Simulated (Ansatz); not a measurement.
# Calculations on GaOs$_{12}$

### Relaxation

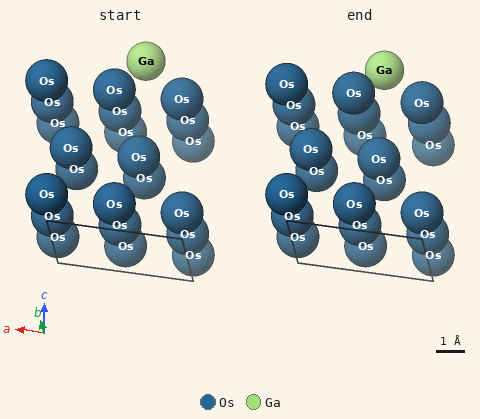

The structure of a slab of composition GaOs$_{12}$ before (left) and after (right) a constrained relaxation, at one scale.

Style: spheres-only. Shown: the cell of the calculation, outlined in the plane, without the vacuum, from a free direction.

It is Ga on Os(0001), set down by a guess. The run prepares an end point of a later path (adatom hop) calculation, from a guessed geometry. 4 atoms are held fixed.

These are results of DFT PBE, scalar-relativistic, plane waves, PAW in Ansatz, not measurements.

Input file:
```yaml
crystal:
  lattice:
    - [5.48, 0.0, 0.0]
    - [2.74, 4.745819, 0.0]
    - [0.0, 0.0, 15.32646]
  atoms:
    - { symbol: Os, position: [0.0, 0.0, 0.0652466] }
    - { symbol: Os, position: [0.5, 0.0, 0.0652466] }
    - { symbol: Os, position: [0.0, 0.5, 0.0652466] }
    - { symbol: Os, position: [0.5, 0.5, 0.0652466] }
    - { symbol: Os, position: [-0.1666667, 0.3333333, 0.2063901] }
    - { symbol: Os, position: [0.3333333, 0.3333333, 0.2063901] }
    - { symbol: Os, position: [-0.1666667, 0.8333333, 0.2063901] }
    - { symbol: Os, position: [0.3333333, 0.8333333, 0.2063901] }
    - { symbol: Os, position: [0.0, 0.0, 0.3475336] }
    - { symbol: Os, position: [0.5, 0.0, 0.3475336] }
    - { symbol: Os, position: [0.0, 0.5, 0.3475336] }
    - { symbol: Os, position: [0.5, 0.5, 0.3475336] }
    - { symbol: Ga, position: [0.3210906, 0.3417033, 0.4956435] }
basis:
  ecutwfc: 420.0
kpoints:
  mp_grid: { grid: [4, 4, 1] }
hamiltonian:
  xc: pbe
scf:
  occupations: { method: gaussian, width: 0.05 }
  lower_state_search: "off"
relax:
  f_tol: 0.03
  max_steps: 60
  adjacent_minimum: "off"
  constraints: [{ sites: [0, 1, 2, 3] }]
output:
  write_density: true
  write_potential: true
  elf: true
  volumetric_format: npy
```

Run as
```bash
ansatz run input.yaml --threads 4 --pin off --max-ram 10240MiB --backend cpu --events-out ev --progress --plain --runs-dir out
```

**Summarise the run.**

Ga13 moves most: 0.35 Å at 10° to the normal (−c side). By element the largest moves are Ga 0.35 Å, Os 0.14 Å. The cell doesn't change. Some distances before and after: Os10–Ga13 2.790 → 2.619 Å, Os12–Ga13 2.778 → 2.618 Å, Os11–Ga13 2.734 → 2.618 Å, Os10–Os11 2.740 → 2.844 Å. Bond angles that change, for instance: Os10–Ga13–Os11 59.5° → 65.8°, Os11–Ga13–Os12 59.6° → 65.8°. After 5 geometry steps the energy has fallen by 0.381 eV per cell of the calculation. The largest force component goes from 1 to 0.0095 eV/Å.

Limits of the set-up: the periodic images lie only 5.5 Å apart, so the values are limited by the cell's size.

### Relaxation

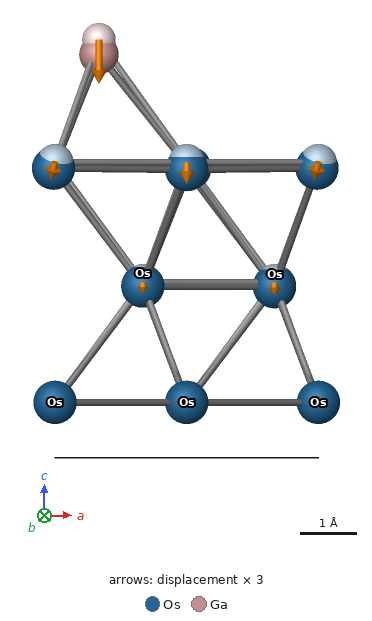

This is a constrained relaxation of a slab of composition GaOs12. The starting structure is drawn faded, the final one solid; orange arrows show the displacements, 3 times their true length.

A ball-and-stick model of the cell of the calculation, outlined in the plane, without the vacuum, seen along the b axis.

It is Ga on Os(0001), set down by a guess. The run prepares an end point of a later path (adatom hop) calculation, from a guessed geometry. 4 atoms are held fixed.

Theory: Ansatz, DFT PBE, scalar-relativistic, plane waves, PAW. Set-up: plane-wave cutoff 420 eV; k-point mesh 4 × 4 × 1; occupations gaussian; smearing width 0.05 eV; no spin polarisation; atoms relaxed in a fixed cell; force threshold 0.03 eV/Å; at most 60 steps.

Describe the change and its energy.

Answer. The Ga atom moves most: 0.27 Å along the normal (−c). By element the largest moves are Ga 0.27 Å, Os 0.13 Å. The cell doesn't change. Near-neighbour distances that change, for instance: Ga–Os 2.718 → 2.621 Å, Os–Os 2.740 → 2.648 Å, Os–Os 2.740 → 2.832 Å, Os–Os 2.680 → 2.616 Å. Among the angles between lasting bonds that change: Os–Ga–Os 60.5° → 65.4°. Over 5 geometry steps the energy falls by 0.317 eV per cell of the calculation. The largest force component goes from 1.2 to 0.0042 eV/Å. The run took 20 s on 4 threads of Intel(R) Xeon(R) Platinum 8488C (Sapphire Rapids) (shared host), peak memory 1.4 GiB.

Limits of the set-up: the periodic images lie only 5.5 Å apart, so the values are limited by the cell's size.

### Path

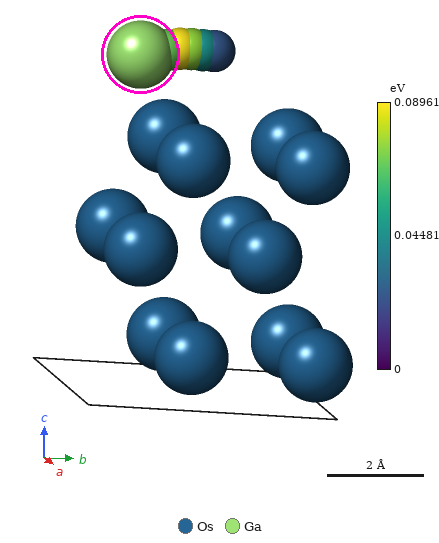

A nudged-elastic-band calculation for Ga on Os(0001) (13 atoms in the cell). Images are numbered from 0 (start) to 6 (end). The start is drawn whole; smaller spheres mark the moving atoms (Ga) in the later images, joined by lines and coloured by the energy of the image relative to the start. The picture is a spheres-only view of the simulation cell, with the vacuum cut short (origin moved), seen slightly off an axis. The moving atom is ringed, with any periodic copies.

All numbers below come from DFT PBE, scalar-relativistic, plane waves, PAW in Ansatz. Settings: plane-wave cutoff 420 eV; k-point mesh 4 × 4 × 1; Gaussian smearing 0.05 eV; 4 atoms held fixed; 5 movable images; climbing image; force threshold 0.03 eV/Å; iteration limit 73; starting path by image-dependent pair potential.

Describe the path and its energy.

The Ga atom travels furthest, 1.58 Å from end to end, on a path that bends up to 0.08 Å away from the straight line. At the highest image its nearest neighbour (Os) is 2.56 Å away, against 2.62 Å at the start. The highest point, image 3, lies 0.090 eV above the start and 0.065 eV above the end; the end is at +0.025 eV relative to the start. The band converged in 5 iterations. The largest component of the band force went from 0.52 to 0.021 eV/Å. The climbing image converged on the top of the path. A check of its curvatures didn't confirm a first-order saddle.

Limits of the set-up: the periodic images lie only 5.5 Å apart, so the values are limited by the cell's size.

The run took 7.1 min on 4 threads of Intel(R) Xeon(R) Platinum 8488C (Sapphire Rapids) (shared host), peak memory 2.9 GiB.
